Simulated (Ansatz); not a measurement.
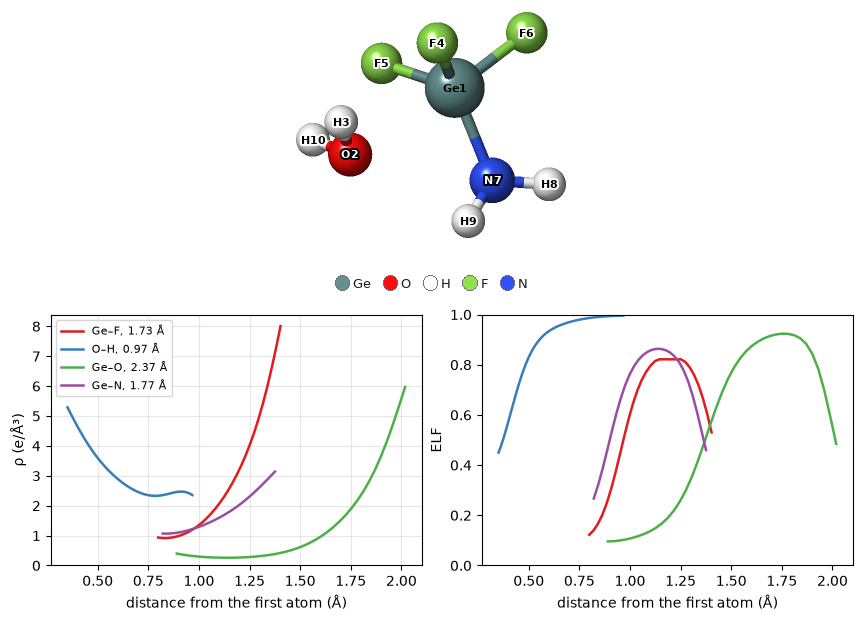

The picture shows: F$_{3}$GeH$_{2}$N···H$_{2}$O. Electron density and ELF along straight lines between neighbouring atoms. The curves leave out the atomic cores. The structure is drawn too.

The calculation used RKS PBE0-D4/def2-SVP (Ansatz 0.2.0).

```yaml
atoms:
  - { symbol: Ge, position_ang: [0.1045, -0.7129, -0.0358] }
  - { symbol: O, position_ang: [0.4631, -0.0182, 2.2064] }
  - { symbol: H, position_ang: [0.8093, 0.8633, 2.0085] }
  - { symbol: F, position_ang: [0.9270, 0.8079, -0.2009] }
  - { symbol: F, position_ang: [-1.4910, -0.3527, 0.5323] }
  - { symbol: F, position_ang: [-0.2080, -1.0914, -1.6913] }
  - { symbol: N, position_ang: [0.9101, -2.1763, 0.5637] }
  - { symbol: H, position_ang: [1.3052, -2.7900, -0.1393] }
  - { symbol: H, position_ang: [1.4525, -2.1067, 1.4150] }
  - { symbol: H, position_ang: [-0.4600, 0.1270, 2.4564] }
```

**Compare the contacts.**

Ge–F (1.73 Å): the density is about 0.93 e/Å³ at the midpoint; the ELF peaks at about 0.80 in the valence shell of F, 0.6 Å from its nucleus, and is about 0.20 at the midpoint.
O–H (0.97 Å): ρ at the midpoint is about 3.7 e/Å³; the ELF climbs to about 1 towards the hydrogen, as it does in any bond to H; an ordinary covalent bond to hydrogen.
Ge1···O2 (2.37 Å): the density falls to about 0.26 e/Å³ on the way; the ELF peaks at about 0.90 in the valence shell of O, 0.6 Å from its nucleus, and is about 0.20 at the midpoint.
Ge–N (1.77 Å): ρ is about 1.1 e/Å³ halfway; the ELF peaks at about 0.85 in the valence shell of N, 0.6 Å from its nucleus, and is about 0.45 at the midpoint.
